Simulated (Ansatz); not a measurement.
Calculation: PBE (plane waves to 420 eV, PAW; Ansatz, a program for electronic structure).

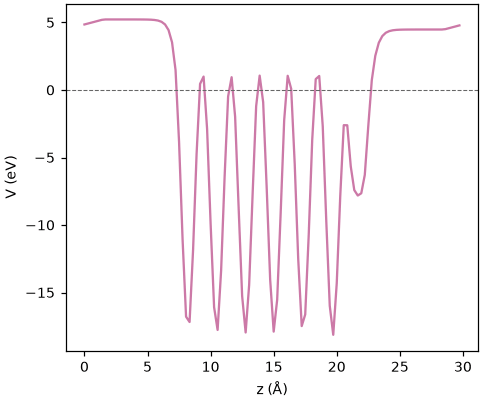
Electrostatic potential energy of an electron, averaged over planes parallel to the surface, in eV from the Fermi level, for a constructed model of the (111) surface of fcc Pd, a pseudomorphic layer of Al in the host's stacking (bottom of the slab: a bare face, its two planes held)

Model: 7-atom slab, 13.6 Å thick at the start, 15x15x1 mesh, Fermi-Dirac 0.1 eV, dipole correction, 2 atoms held, the rest relaxed; held to the start's symmetry, so lower structures may exist; no spin, no spin-orbit, no U. It is one candidate, not shown to be the stable structure of the face.

The vacuum level lies 4.48 eV above the Fermi level over the top face and 5.22 eV above it under the bottom face.
